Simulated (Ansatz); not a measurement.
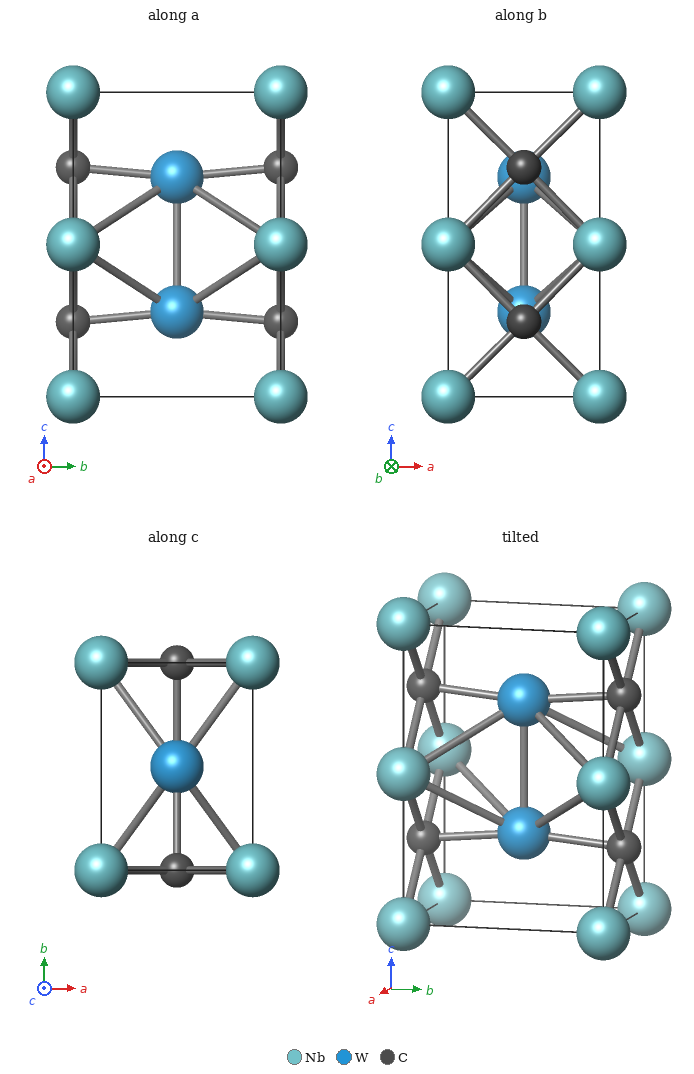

Figure: ball-and-stick view along the a axis, along the b axis, along the c axis and slightly off an axis. The lines enclose the conventional unit cell; boundary atoms appear with their images.

Lattice parameters: a = 3.091 Å, b = 4.237 Å, c = 6.211 Å, α = 90.00°, β = 90.00°, γ = 90.00°. Put a along x and b in the xy plane.

Write down what is shown as a POSCAR file, with free fractional coordinates to two decimals.

```
Nb W C
1.0
     3.091    0.000    0.000
     0.000    4.237    0.000
     0.000    0.000    6.211
Nb W C
2 2 2
Direct
  0.00 0.00 0.50
  0.00 0.00 0.00
  0.50 0.50 0.28
  0.50 0.50 0.72
  0.50 0.00 0.25
  0.50 0.00 0.75
```

Origin of the cell: a structure type filled with these elements by a generator (whether the compound takes this form wasn't checked). Earlier steps of the study, as a rule a relaxation of our own, may have changed the cell and positions, so they can lie some per cent off the listed ones. It was set up as input for a calculation with Ansatz.
